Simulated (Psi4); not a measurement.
# CH3InN− ([In(CN)H3]-) at HF-D3(BJ)/def2-SVPD (density fitting, core potential)

What is the electrostatic solvation energy at fixed shape (IEF-PCM, chloroform) of CH3InN− ([In(CN)H3]-) at HF-D3(BJ)/def2-SVPD (density fitting, core potential)? 

The calculation is run with Psi4 1.11.

4 further runs of the same task are left out: 3 that didn't finish, 1 set aside as unsound or not needed.

## Step 1: The system as given

The species is CH3InN− (6 atoms), meant as a singlet with charge -1. SMILES: `[H][In-]([H])([H])[C]#N`. The shape comes from GFN1-xTB, which is rough for such elements, and wasn't checked as a minimum.

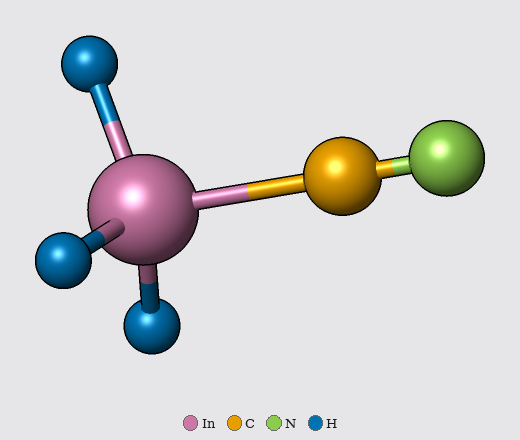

The structure, seen from a chosen angle (indium pink, carbon amber, nitrogen green, hydrogen blue).

## Step 2: The charge distribution at HF-D3(BJ)/def2-SVPD (density fitting, core potential)

Contents of ch3inn.json:

```json
{
 "schema_name": "qcschema_input",
 "schema_version": 1,
 "molecule": {
  "schema_name": "qcschema_molecule",
  "schema_version": 2,
  "symbols": ["In", "C", "N", "H", "H", "H"],
  "geometry": [-0.01814137, -0.00823921, -1.32626649, 0.03426073, 0.03042459, 2.87141995, 0.0772709, 0.03265447, 5.06195268, 3.14070592, -0.0089573, -2.23754912, -1.62777229, 2.71965604, -2.21426769, -1.6063239, -2.76553859, -2.15528934],
  "molecular_charge": -1,
  "molecular_multiplicity": 1,
  "fix_symmetry": "c1"
 },
 "driver": "energy",
 "model": {
  "method": "hf-d3bj2b",
  "basis": "def2-SVPD"
 },
 "keywords": {
  "reference": "rhf",
  "scf_properties": ["MULLIKEN_CHARGES", "MULTIPOLE(3)", "QUADRUPOLE", "MAYER_INDICES"]
 }
}
```

The run is started by

```bash
$ psi4 --qcschema ch3inn.json -n 1 --memory 1600MB
```

stdout:

```text
[...]
    !!!  WARNING: ECP capability is in beta. Please check occupations closely.  !!!
[...]
  Running in c1 symmetry.
[...]
  Nuclear repulsion =   97.552920348249771
[...]
  Multiplicity = 1
[...]
  Nalpha       = 19
  Nbeta        = 19
[...]
    Number of basis functions: 96
[...]
   @DF-RHF iter   1:  -283.16241475041750   -1.89998e+00   3.55745e-03 ADIIS/DIIS
[...]
   @DF-RHF iter   8:  -283.24159329645056   -1.38081e-08   3.32039e-07 DIIS
[...]
    Orbital Energies [Eh]
    ---------------------
    Doubly Occupied:
       1A    -15.382234     2A    -11.067031     3A     -5.188517
       4A     -3.446025     5A     -3.443289     6A     -3.443280
       7A     -1.010968     8A     -0.839823     9A     -0.834014
      10A     -0.833988    11A     -0.826326    12A     -0.826304
      13A     -0.467280    14A     -0.384228    15A     -0.292682
      16A     -0.292656    17A     -0.290742    18A     -0.221426
      19A     -0.221086
[...]
  @DF-RHF Final Energy:  -283.24159329645056
   => Energetics <=
    Nuclear Repulsion Energy =             97.5529203482497707
    One-Electron Energy =                -662.9058694932468825
    Two-Electron Energy =                 282.1410265180356873
    Total Energy =                       -283.2415932964505600
[...]
 Multipole Moments:
 ------------------------------------------------------------------------------------
     Multipole            Electronic (a.u.)      Nuclear  (a.u.)        Total (a.u.)
 ------------------------------------------------------------------------------------
 L = 1.  Multiply by 2.5417464519 to convert [e a0] to [Debye]
 Dipole X            :         -0.4679075            0.4483160           -0.0195915
 Dipole Y            :         -0.2351394            0.2294423           -0.0056971
 Dipole Z            :        -33.4283892           32.0111657           -1.4172235
 Magnitude           :                                                    1.4173703
 L = 2.  Multiply by 1.3450342976 to convert [e a0^2] to [Debye ang]
 Quadrupole XX       :        -49.8621300           15.1531334          -34.7089966
 Quadrupole XY       :         -0.0134982            0.0157258            0.0022276
[...]
  Mulliken Charges: (a.u.)
   Center  Symbol    Alpha    Beta     Spin     Total
       1    IN    10.49835 10.49835  0.00000  0.00329
       2     C     2.93404  2.93404  0.00000  0.13193
       3     N     3.76878  3.76878  0.00000 -0.53755
       4     H     0.59952  0.59952  0.00000 -0.19905
       5     H     0.59977  0.59977  0.00000 -0.19954
       6     H     0.59954  0.59954  0.00000 -0.19908
   Total alpha = 19.00000, Total beta = 19.00000, Total charge = -1.00000
  Mayer Bond Indices:
[...]
```

The result, in JSON:

```text
{
 "driver": "energy",
 "model": {
  "method": "hf-d3bj2b",
  "basis": "def2-SVPD"
 },
 "success": true,
 "return_result": -283.24159329645056,
 "properties": {
  "calcinfo_nbasis": 96,
  "calcinfo_nmo": 96,
  "calcinfo_nalpha": 19,
  "calcinfo_nbeta": 19,
  "calcinfo_natom": 6,
  "nuclear_repulsion_energy": 97.5529203482498,
  "return_energy": -283.24159329645056,
  "scf_one_electron_energy": -662.9058694932469,
  "scf_two_electron_energy": 282.1410265180357,
  "scf_dispersion_correction_energy": -0.029670669489170364,
  "scf_dipole_moment": [-0.019591466783035028, -0.005697085814603126, -1.417223472456378],
  "scf_total_energy": -283.24159329645056,
  "scf_iterations": 8
 }
}
```

Wall time 3.9 s (1 thread of AMD EPYC 9R45 (Zen 5), shared host); peak memory 0.23 GiB.

Atomic charges (e):

```
atom  Mulliken
 In1    +0.003
  C2    +0.132
  N3    -0.538
  H4    -0.199
  H5    -0.200
  H6    -0.199
```

## Step 3: The charge distribution at HF-D3(BJ)/def2-SVPD (density fitting, core potential, IEF-PCM chloroform)

Contents of run.py:

```python
import psi4

psi4.set_memory('1600 MB')
psi4.set_num_threads(1)
psi4.core.set_output_file('run.log', False)

geom = psi4.geometry("""
-1 1
In    -0.009600    -0.004360    -0.701830
C      0.018130     0.016100     1.519490
N      0.040890     0.017280     2.678670
H      1.661990    -0.004740    -1.184060
H     -0.861380     1.439180    -1.171740
H     -0.850030    -1.463460    -1.140530
units angstrom
symmetry c1
""")

psi4.set_options({
    'basis': 'def2-SVPD',
    'reference': 'rhf',
    'pcm': True,
})
psi4.pcm_helper("""
  Units = Angstrom
  Medium {
    SolverType = IEFPCM
    Solvent = Chloroform
  }
  Cavity {
    Type = GePol
    RadiiSet = UFF
    Scaling = False
    Area = 0.5
    Mode = Implicit
  }
""")

result, w = psi4.energy("hf-d3bj2b", molecule=geom, return_wfn=True)
psi4.oeprop(w, "MULLIKEN_CHARGES", "MULTIPOLE(3)", "QUADRUPOLE", "MAYER_INDICES")
print(f'total energy {result:.8f} hartree = {result * 27.211386:.5f} eV')
```

The run is started by

```bash
$ python run.py
```

run.log:

```text
[...]
    !!!  WARNING: ECP capability is in beta. Please check occupations closely.  !!!
[...]
  Running in c1 symmetry.
[...]
  Nuclear repulsion =   97.552920354073265
[...]
  Multiplicity = 1
[...]
  Nalpha       = 19
  Nbeta        = 19
[...]
    Number of basis functions: 96
[...]
   @DF-RHF iter   1:  -283.24133212950238   -1.91329e+00   3.42457e-03 DIIS/ADIIS
[...]
   @DF-RHF iter   7:  -283.30815615063733   -2.30726e-07   8.96504e-07 DIIS
[...]
    Orbital Energies [Eh]
    ---------------------
    Doubly Occupied:
       1A    -15.516401     2A    -11.202810     3A     -5.314013
       4A     -3.571708     5A     -3.568755     6A     -3.568745
       7A     -1.147348     8A     -0.965808     9A     -0.959513
      10A     -0.959484    11A     -0.951873    12A     -0.951850
      13A     -0.599031    14A     -0.518267    15A     -0.429208
      16A     -0.429191    17A     -0.420769    18A     -0.348656
      19A     -0.348330
[...]
  @DF-RHF Final Energy:  -283.30815615063733
   => Energetics <=
    Nuclear Repulsion Energy =             97.5529203540732652
    One-Electron Energy =                -662.9530428236002990
    Two-Electron Energy =                 282.1887965968291496
    PCM Polarization Energy =              -0.0671596084489050
    Total Energy =                       -283.3081561506373305
[...]
 Multipole Moments:
 ------------------------------------------------------------------------------------
     Multipole            Electronic (a.u.)      Nuclear  (a.u.)        Total (a.u.)
 ------------------------------------------------------------------------------------
 L = 1.  Multiply by 2.5417464519 to convert [e a0] to [Debye]
 Dipole X            :         -0.4702783            0.4483160           -0.0219623
 Dipole Y            :         -0.2357210            0.2294423           -0.0062787
 Dipole Z            :        -33.6126222           32.0111657           -1.6014565
 Magnitude           :                                                    1.6016194
 L = 2.  Multiply by 1.3450342976 to convert [e a0^2] to [Debye ang]
 Quadrupole XX       :        -49.6491357           15.1531334          -34.4960022
 Quadrupole XY       :         -0.0136738            0.0157258            0.0020521
[...]
  Mulliken Charges: (a.u.)
   Center  Symbol    Alpha    Beta     Spin     Total
       1    IN    10.40025 10.40025  0.00000  0.19951
       2     C     2.93922  2.93922  0.00000  0.12156
       3     N     3.77797  3.77797  0.00000 -0.55594
       4     H     0.62736  0.62736  0.00000 -0.25472
       5     H     0.62771  0.62771  0.00000 -0.25541
       6     H     0.62750  0.62750  0.00000 -0.25500
   Total alpha = 19.00000, Total beta = 19.00000, Total charge = -1.00000
  Mayer Bond Indices:
[...]
```

On the terminal:

```text
S matrix is not positive-definite!
Consider changing the average area of the cavity finite elements.
Normally an error, this has been commuted to a warning via patch.
Please report this issue:

S matrix is not positive-definite!
Consider changing the average area of the cavity finite elements.
Normally an error, this has been commuted to a warning via patch.
Please report this issue:

total energy -283.30815615 hartree = -7709.20759 eV
```

It took 5.1 s on 1 thread of AMD EPYC 9R45 (Zen 5), shared host; peak memory 0.24 GiB.

Atomic charges (e):

```
atom  Mulliken
 In1    +0.200
  C2    +0.122
  N3    -0.556
  H4    -0.255
  H5    -0.255
  H6    -0.255
```

## Step 4: What came out

At HF-D3(BJ)/def2-SVPD (density fitting, core potential):

| quantity | value |
| --- | --- |
| gas phase: total energy | -283.24159 Eh |
| gas phase: HOMO energy | -6.02 eV |
| gas phase: LUMO energy | 4.73 eV |
| gas phase: HOMO–LUMO gap (to an unbound level, set by the basis) | 10.74 eV |
| gas phase: dispersion energy | -77.90 kJ/mol |
| IEF-PCM, chloroform: total energy | -283.30816 Eh |
| IEF-PCM, chloroform: HOMO energy | -9.48 eV |
| IEF-PCM, chloroform: LUMO energy | 2.30 eV |
| IEF-PCM, chloroform: HOMO–LUMO gap (to an unbound level, set by the basis) | 11.78 eV |
| IEF-PCM, chloroform: dispersion energy | -77.90 kJ/mol |
| IEF-PCM, chloroform: solvent term in the energy | -176.3 kJ/mol |
| energy change from gas to solvent at fixed shape | -1.811 eV |

The solvent model (IEF-PCM, chloroform) lowers the energy by 1.81 eV (−175 kJ/mol) at the same shape. It holds the electrostatic part alone, without cavity or dispersion terms.
